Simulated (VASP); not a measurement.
Band structure of Br (relaxed from the bcc structure, space group Im-3m). All values below come from PBEsol GGA, VASP's PBE PAW potentials (set 64) (plane waves; VASP 6.6.1).

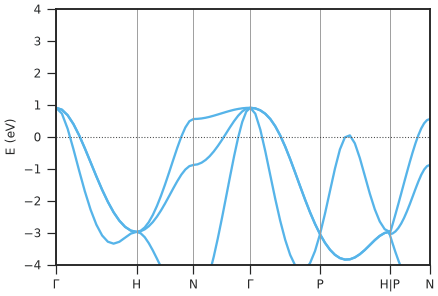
*Bands along high-symmetry lines, zero at the valence-band maximum or, without a gap, the Fermi level*

Q: Read the plot: is there a gap, and where are the band edges?

A: It has no gap at this level: it comes out as a metal or semimetal. (Edges off the drawn lines would not show.)

The structure was generated: Br was put into the bcc type (Im-3m), which need not be its known phase. It was relaxed first, which changed the volume by -9 %.
